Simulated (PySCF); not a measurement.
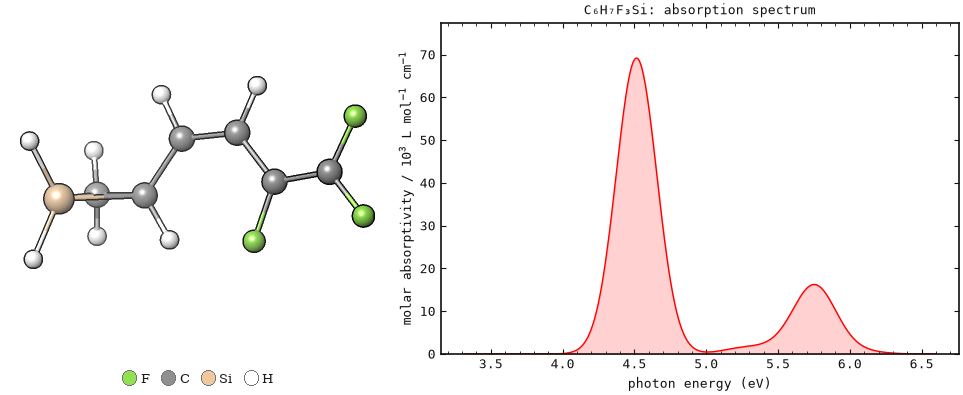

Computed absorption of C₆H₇F₃Si, SMILES FC(F)=C(F)/C=C\[C@@H]1C[SiH2]1. Vertical TDDFT excitations, PBE0/def2-SVPD (IEF-PCM benzene) in PySCF 2.14.0, at a PBE0-D3(BJ)/def2-SVP geometry (no frequency check). Only the first 6 singlet excitations are included; each is broadened by a Gaussian of 1/e half-width 0.20 eV.

Does any vertical transition fall in the visible?

No singlet lies below 3.1 eV (beyond 400 nm), so at this level no vertical transition falls in the visible.

Where is the lowest singlet, and is it bright?

S1 lies at 4.51 eV (275 nm) with f = 0.854, mainly HOMO → LUMO (95 %); it is bright.

Note: states above the negative HOMO energy depend on the basis; one conformer of a flexible molecule; core orbitals are frozen in the response.
